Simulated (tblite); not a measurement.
**Run report: C4H9Si, geometry relaxation (part 1 of 2)**

C4H9Si, multiplicity 2, computed with GFN2-xTB geometry optimisation, gas phase (tblite 0.8.0).

It belongs to a series of runs on one base structure; here: H removed from sp2 C.

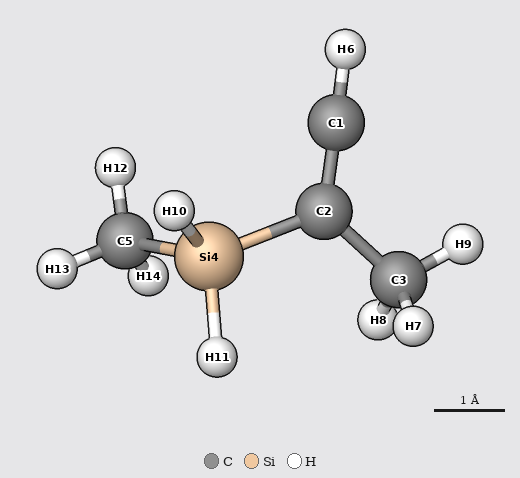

*The input geometry (ball-and-stick view, seen at a tilt; atoms are numbered from 1 in the order of the input).*

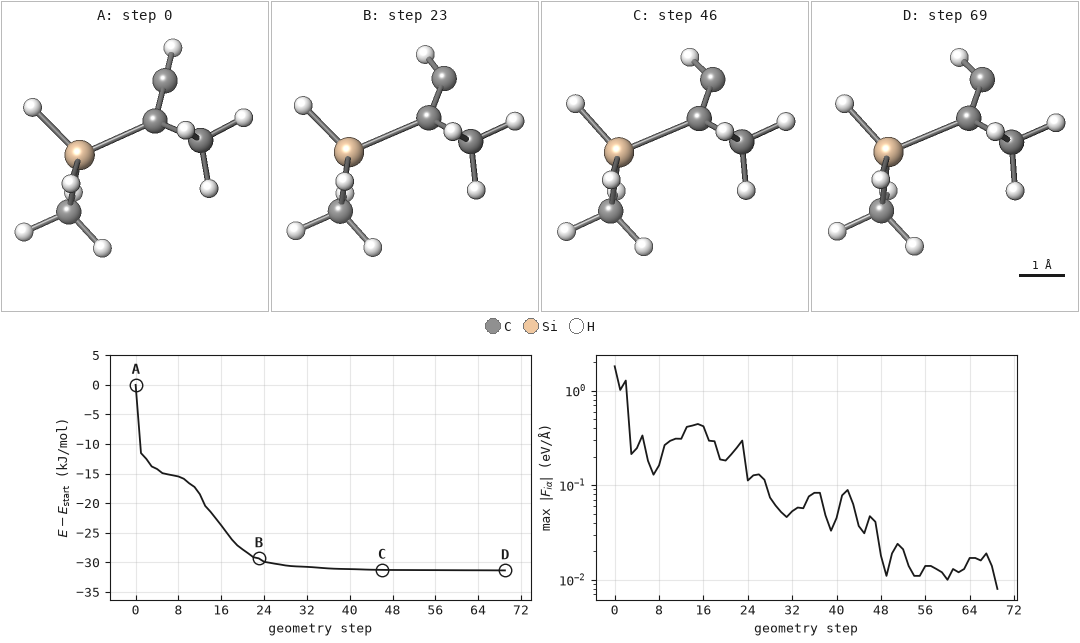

*Frames of the relaxation (ball-and-stick view, seen at a tilt) above the curves, on which the letters mark them (steps are counted from 0).*

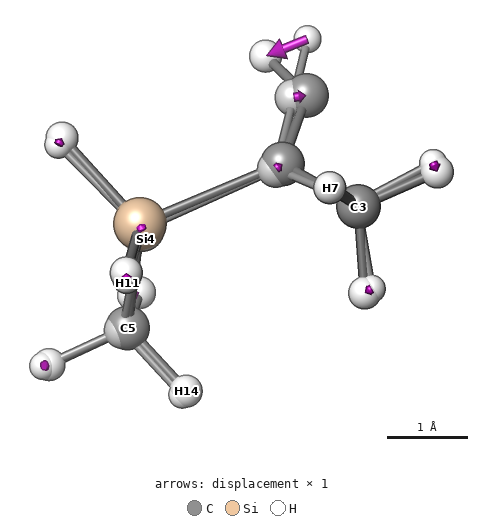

*Start (faint) and end (solid) with the displacements as pink arrows, at true length (ball-and-stick view, seen at a tilt). The two geometries are laid on each other by the best rigid fit.*

The energy falls by 31.3 kJ/mol in 69 geometry steps. The largest force component goes from 1.8 to 0.008 eV/Å. The largest move after the best rigid fit is that of H6, 0.57 Å. Largest moves by element: H 0.57 Å, C 0.16 Å, Si 0.08 Å. Among the contacts that change: C2–Si4 1.842 → 1.942 Å, Si4–C5 1.838 → 1.898 Å, Si4–H10 1.496 → 1.466 Å, Si4–H11 1.494 → 1.469 Å. Among the angles that change: C2–C1–H6 179.1° → 136.3°, C2–Si4–C5 112.1° → 107.6°, C3–C2–Si4 118.2° → 114.1°. (Atoms are counted from 1 in the order of the input.)

The input and output of the run follow.

Input
```
{"job": {"kind": "relax", "xc": "GFN2-xTB", "basis": "xTB"}, "charge": 0, "multiplicity": 2}
C      0.614100     1.789400     0.600600
C      0.736300     0.522000     0.356900
C      2.030800    -0.140000    -0.046600
Si    -0.756100    -0.538800     0.561700
C     -1.921000    -0.376400    -0.851000
H      0.497500     2.835700     0.793900
H      2.347000    -0.871000     0.688300
H      1.917500    -0.634200    -1.013000
H      2.831700     0.596800    -0.152700
H     -1.460200    -0.198200     1.837300
H     -0.326900    -1.965000     0.680200
H     -2.283900     0.650900    -0.953500
H     -2.797600    -1.021300    -0.721800
H     -1.429900    -0.650400    -1.802400
```

The first line tells a small driver script what to run in tblite; the rest is the geometry in Å.

Launched with:
```bash
OMP_NUM_THREADS=1 python <driver script> task.json out
```

The program's output
```
step      E/eV     max force
  0    -400.92141    2.329
  1    -401.04084    1.024
  2    -401.05104    1.333
  3    -401.06424    0.219
  4    -401.06870    0.254
  5    -401.07596    0.342
  6    -401.07806    0.204
  7    -401.07988    0.133
  8    -401.08180    0.225
  9    -401.08579    0.351
 10    -401.09371    0.397
 11    -401.10014    0.361
 12    -401.11288    0.330
 13    -401.13332    0.423
 14    -401.14366    0.430
 15    -401.15549    0.449
 16    -401.16741    0.423
 17    -401.17995    0.304
 18    -401.19234    0.300
 19    -401.20242    0.258
 20    -401.20955    0.243
 21    -401.21615    0.279
 22    -401.22313    0.313
 23    -401.22513    0.383
 24    -401.23116    0.131
 25    -401.23279    0.146
 26    -401.23446    0.141
 27    -401.23592    0.122
 28    -401.23755    0.096
 29    -401.23861    0.067
 30    -401.23921    0.060
 31    -401.23959    0.050
 32    -401.24003    0.056
 33    -401.24059    0.060
 34    -401.24131    0.071
 35    -401.24207    0.083
 36    -401.24274    0.087
 37    -401.24322    0.085
 38    -401.24353    0.052
 39    -401.24375    0.036
 40    -401.24394    0.054
 41    -401.24416    0.083
 42    -401.24445    0.091
 43    -401.24478    0.063
 44    -401.24504    0.038
 45    -401.24519    0.038
 46    -401.24530    0.052
 47    -401.24541    0.046
 48    -401.24549    0.022
 49    -401.24553    0.015
 50    -401.24556    0.020
 51    -401.24559    0.024
 52    -401.24563    0.021
 53    -401.24567    0.015
 54    -401.24569    0.014
 55    -401.24572    0.015
 56    -401.24574    0.018
 57    -401.24579    0.018
 58    -401.24583    0.017
 59    -401.24587    0.015
 60    -401.24590    0.013
 61    -401.24594    0.015
 62    -401.24597    0.017
 63    -401.24600    0.019
 64    -401.24602    0.019
 65    -401.24605    0.018
 66    -401.24608    0.020
 67    -401.24614    0.026
 68    -401.24619    0.020
 69    -401.24622    0.009
```

Trajectory as extended XYZ (Å, eV, eV/Å), 34 of the 70 frames kept, from step=0 to step=69
```
14
Properties=species:S:1:pos:R:3:forces:R:3 step=0 energy=-400.92141
C     0.6141    1.7894    0.6006    0.0110   0.0100  -0.0640
C     0.7363    0.5220    0.3569    1.0340   1.8030   0.1450
C     2.0308   -0.1400   -0.0466    0.4580   0.1440  -0.3960
Si   -0.7561   -0.5388    0.5617   -0.5510  -1.4350   1.7500
C    -1.9210   -0.3764   -0.8510   -0.8090   0.1110  -1.4100
H     0.4975    2.8357    0.7939    0.0520  -0.7170  -0.1260
H     2.3470   -0.8710    0.6883   -0.1150  -0.1340   0.0910
H     1.9175   -0.6342   -1.0130   -0.0740  -0.0760   0.1150
H     2.8317    0.5968   -0.1527   -0.1210  -0.0200   0.0580
H    -1.4602   -0.1982    1.8373    0.2240  -0.0370  -0.3500
H    -0.3269   -1.9650    0.6802   -0.0750   0.2710  -0.0540
H    -2.2839    0.6509   -0.9535    0.0610  -0.2320  -0.0460
H    -2.7976   -1.0213   -0.7218    0.2720   0.1820  -0.1070
H    -1.4299   -0.6504   -1.8024   -0.3670   0.1310   0.3930
14
Properties=species:S:1:pos:R:3:forces:R:3 step=2 energy=-401.05104
C     0.6133    1.8075    0.6018    0.2390  -1.2750  -0.3050
C     0.7624    0.5495    0.3590   -0.0930   0.8150   0.2870
C     2.0424   -0.1369   -0.0549    0.1020   0.0220  -0.0040
Si   -0.7704   -0.5731    0.6010   -0.0140  -0.0500  -0.0150
C    -1.9361   -0.3742   -0.8769    0.1110  -0.0160   0.2670
H     0.4986    2.8173    0.7906   -0.1110   0.6350   0.1150
H     2.3426   -0.8735    0.6896   -0.1040   0.0030  -0.0320
H     1.9147   -0.6371   -1.0108   -0.0630  -0.0780  -0.0180
H     2.8316    0.5980   -0.1519    0.1900   0.0910  -0.0360
H    -1.4555   -0.1984    1.8308   -0.0590   0.0550   0.1610
H    -0.3281   -1.9610    0.6792    0.0520  -0.2310   0.0230
H    -2.2837    0.6475   -0.9561   -0.0530   0.0750  -0.0950
H    -2.7935   -1.0179   -0.7265   -0.1250  -0.0270  -0.1680
H    -1.4389   -0.6479   -1.7969   -0.0730  -0.0210  -0.1820
14
Properties=species:S:1:pos:R:3:forces:R:3 step=4 energy=-401.06870
C     0.6171    1.8008    0.5984    0.0640   0.2460  -0.0080
C     0.7648    0.5561    0.3639    0.0230  -0.1470   0.0690
C     2.0459   -0.1357   -0.0558    0.0370   0.0490  -0.0170
Si   -0.7717   -0.5780    0.6042    0.0580  -0.0330   0.0280
C    -1.9342   -0.3745   -0.8723    0.0120  -0.0100   0.0290
H     0.4963    2.8250    0.7919   -0.0510   0.0330   0.0030
H     2.3389   -0.8736    0.6889   -0.0650   0.0020  -0.0150
H     1.9125   -0.6394   -1.0109   -0.0460  -0.0250   0.0190
H     2.8373    0.6005   -0.1530    0.1240   0.0110  -0.0350
H    -1.4567   -0.1968    1.8351   -0.0330   0.0340   0.1200
H    -0.3266   -1.9676    0.6798    0.0350  -0.1800   0.0240
H    -2.2850    0.6490   -0.9592   -0.0060  -0.0110  -0.0490
H    -2.7966   -1.0181   -0.7321   -0.0570   0.0190  -0.1350
H    -1.4424   -0.6481   -1.8011   -0.0950   0.0130  -0.0340
14
Properties=species:S:1:pos:R:3:forces:R:3 step=6 energy=-401.07806
C     0.6267    1.8092    0.5935    0.0930   0.1810   0.0030
C     0.7707    0.5593    0.3747   -0.0270  -0.0350   0.0060
C     2.0525   -0.1305   -0.0584   -0.0620   0.0230   0.0340
Si   -0.7699   -0.5885    0.6135    0.0470   0.0150  -0.0040
C    -1.9337   -0.3754   -0.8691   -0.0370  -0.0220  -0.0600
H     0.4899    2.8336    0.7932   -0.0620  -0.1000  -0.0180
H     2.3306   -0.8736    0.6871    0.0230   0.0210  -0.0120
H     1.9067   -0.6432   -1.0089   -0.0100   0.0590   0.0390
H     2.8516    0.6028   -0.1567   -0.0020  -0.1000  -0.0310
H    -1.4594   -0.1932    1.8470    0.0390  -0.0290  -0.0050
H    -0.3230   -1.9866    0.6824   -0.0150  -0.0190   0.0260
H    -2.2864    0.6487   -0.9655    0.0400  -0.0480   0.0300
H    -2.8034   -1.0163   -0.7481   -0.0090   0.0380  -0.0430
H    -1.4536   -0.6469   -1.8066   -0.0160   0.0150   0.0370
14
Properties=species:S:1:pos:R:3:forces:R:3 step=8 energy=-401.08180
C     0.6399    1.8182    0.5898    0.1620  -0.1470  -0.0530
C     0.7706    0.5627    0.3809   -0.0140   0.1320  -0.0080
C     2.0508   -0.1268   -0.0569   -0.0410  -0.0260   0.0320
Si   -0.7663   -0.5920    0.6163   -0.0490  -0.0200  -0.0380
C    -1.9351   -0.3776   -0.8701    0.0270  -0.0190   0.0380
H     0.4812    2.8339    0.7933   -0.1230   0.0630   0.0250
H     2.3285   -0.8720    0.6855    0.0310   0.0010   0.0210
H     1.9030   -0.6404   -1.0054   -0.0340   0.0450   0.0000
H     2.8580    0.5967   -0.1608   -0.0370  -0.0580  -0.0090
H    -1.4576   -0.1939    1.8519    0.0630  -0.0480  -0.0550
H    -0.3225   -1.9964    0.6855   -0.0310   0.0750   0.0190
H    -2.2842    0.6459   -0.9662    0.0250   0.0230   0.0440
H    -2.8079   -1.0131   -0.7585   -0.0370  -0.0080   0.0130
H    -1.4591   -0.6456   -1.8076    0.0580  -0.0150  -0.0300
14
Properties=species:S:1:pos:R:3:forces:R:3 step=10 energy=-401.09371
C     0.7063    1.8474    0.5739    0.2570  -0.2920  -0.0800
C     0.7674    0.5792    0.3964    0.0790   0.2700  -0.0580
C     2.0375   -0.1191   -0.0464    0.1330  -0.1580  -0.0510
Si   -0.7594   -0.6031    0.6179   -0.1800  -0.0260  -0.0820
C    -1.9376   -0.3877   -0.8717    0.0850   0.0170   0.1190
H     0.4337    2.8345    0.7959   -0.2940   0.0770   0.0800
H     2.3277   -0.8668    0.6840   -0.0270  -0.1050   0.1250
H     1.8860   -0.6237   -0.9939   -0.1410  -0.1100  -0.1400
H     2.8715    0.5665   -0.1752   -0.0900   0.1710   0.0810
H    -1.4417   -0.2040    1.8591    0.0380  -0.0430  -0.0650
H    -0.3260   -2.0156    0.6989   -0.0110   0.1970  -0.0120
H    -2.2718    0.6384   -0.9599   -0.0040   0.1600   0.0540
H    -2.8265   -1.0031   -0.7890   -0.0130  -0.0890   0.1380
H    -1.4678   -0.6433   -1.8121    0.1680  -0.0680  -0.1080
14
Properties=species:S:1:pos:R:3:forces:R:3 step=13 energy=-401.13332
C     0.7962    1.8747    0.5591   -0.0160   0.4130   0.0610
C     0.7712    0.6082    0.3914    0.1730  -0.3810  -0.0590
C     2.0257   -0.1328   -0.0377    0.0770  -0.0320  -0.1330
Si   -0.7660   -0.6000    0.6008    0.1830   0.2110   0.0340
C    -1.9362   -0.3946   -0.8748   -0.0400   0.1100  -0.1420
H     0.3520    2.8090    0.8021   -0.1950  -0.2740   0.0120
H     2.3316   -0.8734    0.6977   -0.1910  -0.0840  -0.0140
H     1.8555   -0.6135   -0.9963   -0.0850  -0.2400  -0.0070
H     2.8599    0.5467   -0.1781    0.0280   0.2130   0.0760
H    -1.4165   -0.2248    1.8486   -0.1340   0.0880   0.1630
H    -0.3342   -1.9946    0.7100    0.1210  -0.0480  -0.0530
H    -2.2537    0.6432   -0.9382   -0.0170   0.0050  -0.0800
H    -2.8374   -1.0009   -0.7904    0.1630   0.0020   0.0550
H    -1.4488   -0.6478   -1.8162   -0.0690   0.0170   0.0860
14
Properties=species:S:1:pos:R:3:forces:R:3 step=15 energy=-401.15549
C     0.8163    1.8778    0.5570   -0.1360   0.3820   0.0660
C     0.7860    0.6088    0.3824    0.0410  -0.2610  -0.0050
C     2.0342   -0.1450   -0.0469   -0.0940   0.1090  -0.0170
Si   -0.7649   -0.5849    0.5957    0.2460   0.1800   0.1570
C    -1.9341   -0.3870   -0.8787   -0.0140   0.0740  -0.0870
H     0.3164    2.7903    0.8074   -0.0620  -0.4430  -0.0330
H     2.3203   -0.8848    0.7046   -0.1210   0.0470  -0.1920
H     1.8412   -0.6327   -1.0043    0.1150  -0.0870   0.1660
H     2.8518    0.5655   -0.1686    0.0090  -0.1340  -0.0300
H    -1.4195   -0.2245    1.8511   -0.0860   0.0910   0.0820
H    -0.3287   -1.9799    0.7063    0.1130  -0.0310  -0.0570
H    -2.2529    0.6523   -0.9369   -0.0320  -0.0860  -0.1460
H    -2.8269   -1.0055   -0.7760    0.1730   0.0810  -0.0180
H    -1.4399   -0.6509   -1.8154   -0.1520   0.0760   0.1140
14
Properties=species:S:1:pos:R:3:forces:R:3 step=17 energy=-401.17995
C     0.8320    1.8848    0.5527   -0.1530  -0.1420  -0.0050
C     0.7986    0.6072    0.3818   -0.0470   0.2700   0.0260
C     2.0362   -0.1452   -0.0545   -0.1020   0.0340   0.0630
Si   -0.7495   -0.5666    0.6044   -0.0530  -0.0100   0.0640
C    -1.9303   -0.3774   -0.8803    0.1690   0.0280   0.2210
H     0.2786    2.7601    0.8125   -0.0750  -0.2950   0.0020
H     2.3017   -0.8898    0.6960    0.0250   0.0230  -0.0840
H     1.8368   -0.6532   -0.9986    0.1490   0.0280   0.0580
H     2.8517    0.5693   -0.1659    0.0330  -0.2380  -0.1020
H    -1.4275   -0.2172    1.8617    0.0230   0.0550  -0.0640
H    -0.3160   -1.9759    0.7008    0.0560   0.1610  -0.0450
H    -2.2555    0.6551   -0.9485   -0.0630   0.0240  -0.1180
H    -2.8115   -1.0034   -0.7720    0.0330   0.0220   0.0400
H    -1.4459   -0.6482   -1.8122    0.0040   0.0400  -0.0560
14
Properties=species:S:1:pos:R:3:forces:R:3 step=19 energy=-401.20242
C     0.8466    1.8896    0.5488   -0.1310  -0.1530  -0.0250
C     0.8076    0.6141    0.3754   -0.0660   0.1190   0.0190
C     2.0278   -0.1483   -0.0579    0.0450  -0.0680   0.0250
Si   -0.7366   -0.5401    0.6124   -0.1870  -0.1060  -0.0020
C    -1.9160   -0.3639   -0.8726    0.0790   0.0130   0.1170
H     0.2195    2.7008    0.8201   -0.1660   0.0490   0.0780
H     2.2862   -0.8961    0.6847    0.0850  -0.0530   0.1210
H     1.8406   -0.6729   -0.9908    0.0520   0.0590  -0.1190
H     2.8469    0.5555   -0.1683    0.1590  -0.1540  -0.1320
H    -1.4316   -0.2081    1.8633    0.0410   0.0760  -0.0370
H    -0.2992   -1.9483    0.6911    0.0610   0.1340  -0.0120
H    -2.2600    0.6603   -0.9644   -0.0400   0.0500  -0.0510
H    -2.7879   -1.0000   -0.7556   -0.0180   0.0080   0.0690
H    -1.4446   -0.6430   -1.8082    0.0850   0.0270  -0.0510
14
Properties=species:S:1:pos:R:3:forces:R:3 step=21 energy=-401.21615
C     0.8397    1.8879    0.5479   -0.0810   0.0530  -0.0080
C     0.8091    0.6169    0.3688    0.0200  -0.2110  -0.0090
C     2.0246   -0.1557   -0.0589    0.1070  -0.0730  -0.0270
Si   -0.7386   -0.5259    0.6168   -0.0310  -0.0050  -0.0190
C    -1.9041   -0.3528   -0.8648   -0.1230   0.0210  -0.1570
H     0.1739    2.6612    0.8297   -0.1930   0.1770   0.0950
H     2.2831   -0.9034    0.6850    0.0470  -0.0250   0.1160
H     1.8491   -0.6819   -0.9937   -0.0290   0.0460  -0.0960
H     2.8516    0.5363   -0.1775    0.1620  -0.0810  -0.0810
H    -1.4328   -0.1962    1.8604   -0.0140   0.0980   0.0710
H    -0.2838   -1.9182    0.6827    0.0810  -0.0500   0.0220
H    -2.2656    0.6657   -0.9776    0.0120  -0.0050   0.0140
H    -2.7700   -0.9970   -0.7359   -0.0170   0.0260   0.0190
H    -1.4368   -0.6372   -1.8050    0.0590   0.0290   0.0590
14
Properties=species:S:1:pos:R:3:forces:R:3 step=23 energy=-401.22513
C     0.7974    1.8788    0.5495    0.2470  -0.1390  -0.0930
C     0.8097    0.6069    0.3653    0.1130  -0.1070  -0.0170
C     2.0338   -0.1662   -0.0619    0.0560   0.0050  -0.0440
Si   -0.7480   -0.5189    0.6246    0.1390   0.0780  -0.0420
C    -1.8994   -0.3396   -0.8628   -0.1690   0.0000  -0.1850
H     0.1315    2.6410    0.8459   -0.2960   0.2190   0.1050
H     2.2864   -0.9110    0.6937    0.0030   0.0560  -0.0530
H     1.8644   -0.6854   -1.0059   -0.0910   0.0050   0.0650
H     2.8782    0.5069   -0.1978   -0.0020  -0.0160   0.0570
H    -1.4386   -0.1693    1.8646   -0.0120   0.0530   0.0600
H    -0.2586   -1.8957    0.6742    0.0170  -0.1440   0.0620
H    -2.2757    0.6713   -0.9962    0.0430  -0.0010   0.0880
H    -2.7551   -0.9919   -0.7159   -0.0830   0.0040  -0.0800
H    -1.4267   -0.6272   -1.7996    0.0360  -0.0140   0.0770
14
Properties=species:S:1:pos:R:3:forces:R:3 step=25 energy=-401.23279
C     0.8119    1.8849    0.5464   -0.1270   0.0580   0.0440
C     0.8154    0.6101    0.3680    0.0750  -0.0040  -0.0200
C     2.0354   -0.1655   -0.0622    0.0170   0.0110  -0.0110
Si   -0.7441   -0.5200    0.6225    0.0470   0.0270  -0.0320
C    -1.9046   -0.3425   -0.8674   -0.0340  -0.0110  -0.0100
H     0.1221    2.6444    0.8462    0.0230  -0.1040  -0.0270
H     2.2854   -0.9094    0.6935    0.0240   0.0180  -0.0350
H     1.8551   -0.6836   -1.0034   -0.0510  -0.0080   0.0300
H     2.8802    0.5058   -0.1969    0.0190  -0.0180   0.0260
H    -1.4357   -0.1711    1.8682    0.0300   0.0380  -0.0200
H    -0.2601   -1.9054    0.6794   -0.0050  -0.0230   0.0440
H    -2.2717    0.6715   -0.9909    0.0140   0.0280   0.0470
H    -2.7632   -0.9912   -0.7254   -0.0700   0.0010  -0.0580
H    -1.4269   -0.6286   -1.8001    0.0350  -0.0130   0.0200
14
Properties=species:S:1:pos:R:3:forces:R:3 step=27 energy=-401.23592
C     0.8053    1.8865    0.5466   -0.0780   0.0170   0.0360
C     0.8234    0.6113    0.3682   -0.0330   0.0520  -0.0010
C     2.0393   -0.1656   -0.0634    0.0040   0.0190   0.0050
Si   -0.7400   -0.5183    0.6205   -0.0290  -0.0390  -0.0100
C    -1.9091   -0.3427   -0.8696    0.0510  -0.0080   0.0870
H     0.1075    2.6381    0.8486    0.0290  -0.1140  -0.0330
H     2.2878   -0.9083    0.6919    0.0260  -0.0300  -0.0040
H     1.8487   -0.6832   -1.0015   -0.0240  -0.0260  -0.0070
H     2.8892    0.4970   -0.1990    0.0310   0.0300   0.0010
H    -1.4320   -0.1635    1.8692    0.0650   0.0190  -0.0790
H    -0.2566   -1.9088    0.6848   -0.0340   0.0600   0.0330
H    -2.2702    0.6746   -0.9878    0.0130   0.0020   0.0220
H    -2.7714   -0.9892   -0.7329   -0.0210   0.0200  -0.0490
H    -1.4227   -0.6283   -1.7979   -0.0010  -0.0020   0.0000
14
Properties=species:S:1:pos:R:3:forces:R:3 step=29 energy=-401.23861
C     0.7967    1.8883    0.5479    0.0140  -0.0200   0.0080
C     0.8302    0.6148    0.3660   -0.0590  -0.0310   0.0040
C     2.0423   -0.1667   -0.0647    0.0110   0.0050   0.0020
Si   -0.7365   -0.5140    0.6183   -0.0240  -0.0360   0.0020
C    -1.9094   -0.3408   -0.8675    0.0370   0.0000   0.0320
H     0.0792    2.6159    0.8521   -0.0250  -0.0120  -0.0060
H     2.2910   -0.9105    0.6896    0.0010  -0.0280   0.0080
H     1.8416   -0.6865   -0.9998    0.0050  -0.0150  -0.0110
H     2.9001    0.4853   -0.2026    0.0050   0.0610  -0.0180
H    -1.4238   -0.1520    1.8645    0.0430   0.0270  -0.0380
H    -0.2518   -1.9014    0.6911   -0.0270   0.0250   0.0260
H    -2.2678    0.6786   -0.9847    0.0270  -0.0250   0.0110
H    -2.7762   -0.9848   -0.7390    0.0310   0.0330  -0.0290
H    -1.4163   -0.6266   -1.7933   -0.0370   0.0160   0.0070
```
